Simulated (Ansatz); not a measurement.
# Calculations on SiNH5

**1. Relaxation**

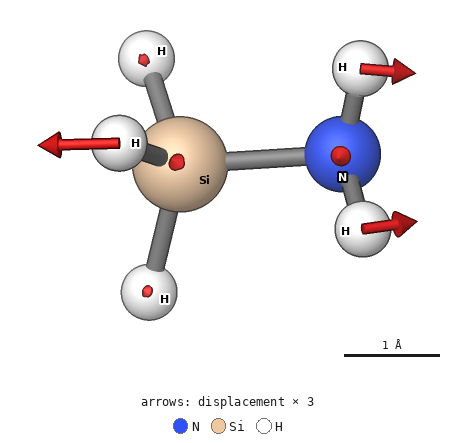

This is a relaxation of SiNH5 (coarse preliminary run). The starting structure is drawn; red arrows show the displacements, magnified 3 times. The two geometries are superimposed by the best rigid fit.

The picture is a ball-and-stick view, seen at a tilt.

Computed with RKS PBE-D4/def2-SVP in Ansatz 0.2.0. Settings: force threshold 0.03 eV/Å; at most 250 steps.

> Which element moves most?

Hydrogen: up to 0.30 Å, against 0.08 Å for nitrogen.

> What happened in the run?

An H atom moves most after the best rigid fit: 0.30 Å. By element the largest moves are H 0.30 Å, N 0.08 Å, Si 0.06 Å. Among the contacts that change: H–N 1.087 → 1.024 Å, H–Si 1.482 → 1.516 Å, H–N 0.995 → 1.024 Å, N–Si 1.732 → 1.748 Å. Bond angles that change, for instance: Si–N–H 103.9° → 117.5°, Si–N–H 107.2° → 117.6°, N–Si–H 107.1° → 117.3°. The optimiser took 6 steps.

**2. Relaxation**

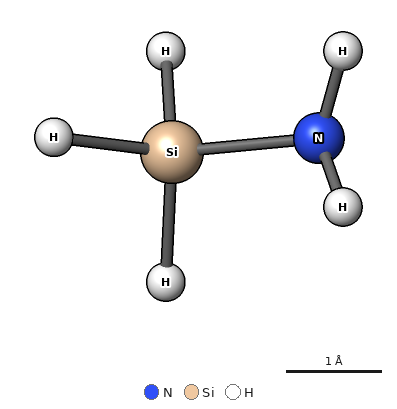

Starting structure of SiNH5. A ball-and-stick model, seen at a tilt.

All numbers below come from Ansatz 0.2.0, RKS PBE0-D4/def2-TZVP.

The input:
```yaml
crystal:
  periodic: [false, false, false]
  atoms:
    - {symbol: N, position_ang: [-0.081044, -1.101385, -0.055933]}
    - {symbol: Si, position_ang: [0.129038, 0.633172, -0.096785]}
    - {symbol: H, position_ang: [-1.034233, -1.464969, -0.141921]}
    - {symbol: H, position_ang: [0.413161, -1.621956, 0.674106]}
    - {symbol: H, position_ang: [-0.533884, 1.144169, -1.347099]}
    - {symbol: H, position_ang: [-0.438538, 1.429859, 1.061727]}
    - {symbol: H, position_ang: [1.606800, 0.913111, -0.139795]}
basis:
  gaussian: {orbitals: def2-TZVP}
hamiltonian: {xc: pbe0, dispersion: d4}
relax: {f_tol: 0.005, max_steps: 200}
```

Predict the outcome.

Answer. After 6 geometry steps the energy has fallen by 3.06 kJ/mol. The largest force component goes from 0.58 to under 0.0001 eV/Å. N1 moves most after the best rigid fit: 0.049 Å. By element the largest moves are N 0.049 Å, H 0.024 Å, Si 0.002 Å. Near-neighbour distances that change, for instance: N1–Si2 1.748 → 1.720 Å, Si2–H6 1.516 → 1.494 Å, Si2–H5 1.505 → 1.486 Å, N1–H3 1.024 → 1.007 Å. Among the angles between lasting bonds that change: Si2–N1–H3 117.5° → 119.6°. The run took about 17 core-seconds on a shared host.

Final geometry:

```xyz
7

N    -0.0977   -1.0710   -0.0209
Si    0.1280    0.6326   -0.0950
H    -1.0177   -1.4578   -0.1575
H     0.4190   -1.6129    0.6529
H    -0.5281    1.1265   -1.3332
H    -0.4315    1.4166    1.0472
H     1.5892    0.8980   -0.1391
```

**3. Scan**

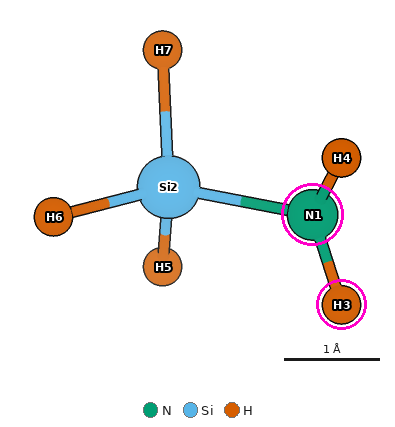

SiNH5: the N1–H3 distance is varied, with the rest of the molecule carried along rigidly. The picture shows the minimum geometry. The ringed atoms are those of the scanned coordinate. Style: ball-and-stick. Shown at a tilt.

Computed with Ansatz: CCSD(T), r2SCAN-D4, basis def2-TZVPP, on geometries moved rigidly from the minimum at PBE0-D4/def2-TZVP. Coupled cluster with a frozen core. Energies are counted from the PBE0-D4/def2-TZVP minimum geometry at the same level.

```xyz
7

N    -0.0977   -1.0710   -0.0209
Si    0.1280    0.6326   -0.0950
H    -1.0177   -1.4578   -0.1574
H     0.4190   -1.6129    0.6529
H    -0.5280    1.1265   -1.3332
H    -0.4315    1.4166    1.0471
H     1.5892    0.8979   -0.1392
```

Question: Give the energy at each point (the distance: 0.886, 0.922, 0.973, 1.007, 1.033, 1.099, 1.171, 1.247, 1.327, 1.410 Å).

Answer: Energies in kcal/mol.

| distance (Å) | CCSD(T) | r2SCAN-D4 |
| --- | --- | --- |
| 0.886 | 10.2 | 10.2 |
| 0.922 | 4.6 | 4.6 |
| 0.973 | 0.7 | 0.7 |
| 1.007 | 0.0 | 0.0 |
| 1.033 | 0.3 | 0.3 |
| 1.099 | 3.7 | 3.6 |
| 1.171 | 10.2 | 10.1 |
| 1.247 | 19.0 | 18.9 |
| 1.327 | 29.3 | 29.2 |
| 1.410 | 40.4 | 40.3 |

With CCSD(T): of the computed points the lowest is at the distance 1.007 Å, 0.0 kcal/mol. At the ends of the scan the energy is 10.2 kcal/mol (0.886 Å) and 40.4 kcal/mol (1.410 Å). The curvature at the lowest point is about 47 eV/Å² (7.5 mdyn/Å). The well is steeper on the short side, as for any bond. At 1.410 Å the levels give r2SCAN-D4 40.3 kcal/mol, CCSD(T) 40.4 kcal/mol.

The computed profile:

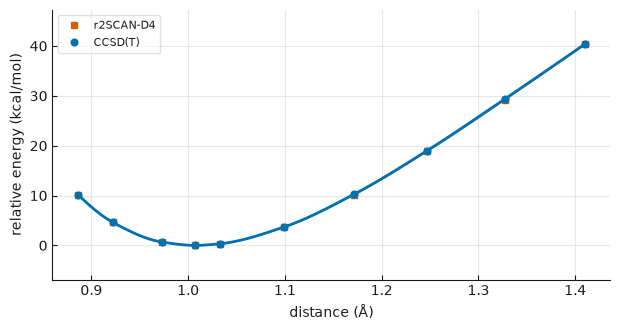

**4. Scan**

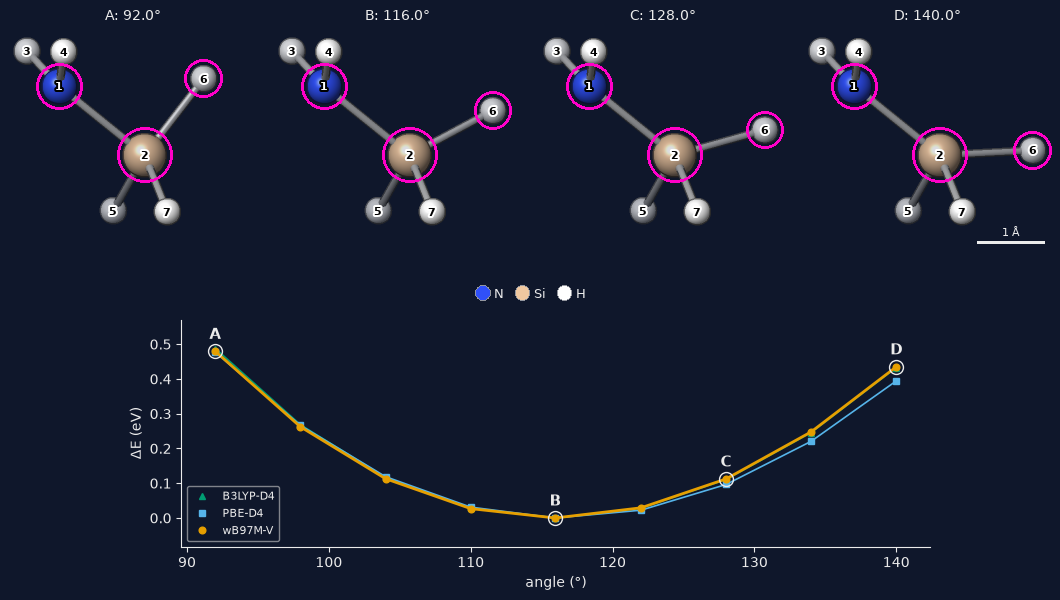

Energy scan for SiNH$_{5}$, in which the H6–Si2–N1 angle is varied, with the rest of the molecule carried along rigidly. The lettered frames are marked on the plot, at the values of wB97M-V. Style: ball-and-stick. Shown onto the plane of the angle, with a slight tilt. The ringed atoms are those of the scanned coordinate.

Computed with Ansatz: wB97M-V, PBE-D4, B3LYP-D4, basis def2-TZVPP, on geometries moved rigidly from the minimum at PBE0-D4/def2-TZVP. Energies are counted from the PBE0-D4/def2-TZVP minimum geometry at the same level.

> Describe the profile.

With wB97M-V: of the computed points the lowest is at the angle 116.0°, 0.000 eV. The end points stand at 0.479 eV (92.0°) and 0.435 eV (140.0°). The curvature at the lowest point is about 5.1 eV/rad². At 92.0° the levels give PBE-D4 0.477 eV, wB97M-V 0.479 eV, B3LYP-D4 0.488 eV.
